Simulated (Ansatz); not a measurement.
# Gap against volume in Pnma (COD entry) SnSO4, displaced supercell (96 atoms)

The cell holds 96 atoms: 16 Sn, 16 S and 64 O. Cell: a = 8.725 Å, b = 10.864 Å, c = 14.180 Å, α = 90.0°, β = 90.0°, γ = 90.0°. It derives from SnSO4 (Pnma, COD entry), repeated 1×2×2. The starting structure: Pnma (COD entry) SnSO4 (cell 8.799, 5.319, 7.115, 90, 90, 90), 1 x 2 x 2 conventional cells; every coordinate displaced by a Gaussian of 0.02 Å.

Calculated with Ansatz 0.2.0: Kohn-Sham DFT, PBEsol, PAW (set soft_2), plane waves; cutoff 420 eV, Γ point, fermi-dirac smearing of 0.05 eV. The relaxed cell was scaled evenly and the atoms were relaxed at each volume. The gap is that between the highest filled and the lowest empty Kohn-Sham level on the run's k-points.

| volume (Å³/atom) | gap (eV) |
| --- | --- |
| 12.600 | 3.696 |
| 13.160 | ? |
| 13.580 | 3.840 |
| 14.000 | 3.917 |
| 14.420 | 3.975 |
| 14.840 | 4.018 |

**Question.** Fit a straight line in ln V to the rows given and interpolate to the withheld row.

Worked fit:

A volume deformation potential makes the spacing linear in u = ln(V/V0), with V0 = 14.000 Å³ the relaxed volume; v is the spacing.

```
u = ln(V/V0)  v (eV)
   -0.105360  3.6965
  -0.0304592  3.8397
           0  3.9173
   0.0295586  3.9752
   0.0582695   4.018
```

With n = 5: mean u = -0.00959827, mean v = 3.88934, Σ(u − ū)² = 0.015837, Σ(u − ū)(v − v̄) = 0.031865. Slope b = 0.031865 / 0.015837 = 2.0120; intercept a = v̄ − b ū = 3.9087.

At the withheld volume u = -0.06187, and v = a + b u.

Prediction at 13.160: 3.784 eV. The run gave 3.789 eV, so the fit is low by 0.0047 eV (0.13 % of the value).

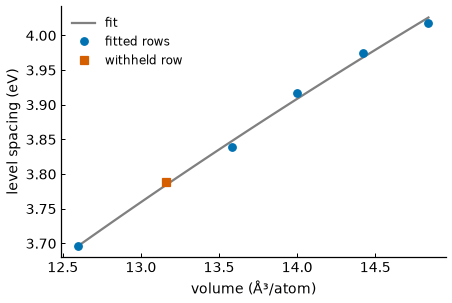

The fit, the rows that it rests on and the withheld row.

The slope, +2.01 eV, says that the spacing widens on expansion. Among the rows given, the largest miss of the fit is at 14.000, by 0.0086 eV (2.7 % of the range of the table).

Limits: The table spans 16 % in volume, wide for a linear law. Semilocal functionals tend to put gaps under measured ones. Only the Γ point is sampled. The mesh needn't hold the band edges.

[Logs are printed without paths, hosts, clocks, repeated set-up lines and the standing remarks that a program may print on its own settings, such as how far it seeks lower states.]

[Hosts, paths, dates, database ids (printed as entryN), source tags and the programs' standing remarks are cut or masked in the printed files.]
